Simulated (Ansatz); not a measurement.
Ligand exchange: BH2F + LiSH → BH2(SH) + LiF

Species: BH2F `BF`, singlet; LiSH `[Li][SH]`, singlet; BH2(SH), singlet; LiF, singlet. The partners trade F for SH: B–F and Li–SH bonds give way to B–SH and Li–F.

Shapes, held fixed at every level: PBE0-D4/def2-TZVP. Programs: Ansatz 0.2.0. The zero-point and thermal change to 298 K, harmonic and unscaled (PBE0-D4/def2-TZVP), is +2.3 kJ/mol.

```tsv
level	kind	ΔH(298 K) (kJ/mol)	less CCSD(T)/def2-TZVPP
HF/def2-SVP	Hartree–Fock	+33.6	+30.1
SPW92/def2-TZVPP	LDA	-12.8	-16.3
PBE-D4/def2-TZVPP	GGA	-14.7	-18.2
r2SCAN-D4/def2-TZVPP	meta-GGA	-2.4	-5.9
B3LYP-D4/def2-TZVPP	global hybrid	-5.6	-9.1
PBE0-D4/def2-TZVPP	global hybrid	-4.5	-8.0
MP2/def2-TZVPP	perturbation theory	-0.9	-4.4
CCSD(T)/def2-TZVPP	coupled cluster or CI	+3.5	0.0
```

The highest level, CCSD(T)/def2-TZVPP, gives ΔH(298 K) = +3.5 kJ/mol; the levels span -14.7 to +33.6. That is about zero within the method's error. They disagree on the sign: 2 of 8 are positive. The column of differences is taken from that level and isn't an error. No measured value is set beside it here. Outer-core shells of Li are correlated in most correlated rows, in sets that cover them unevenly.

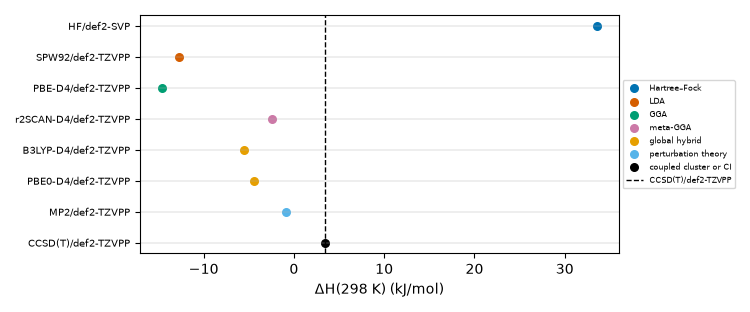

The values of the table, level by level.
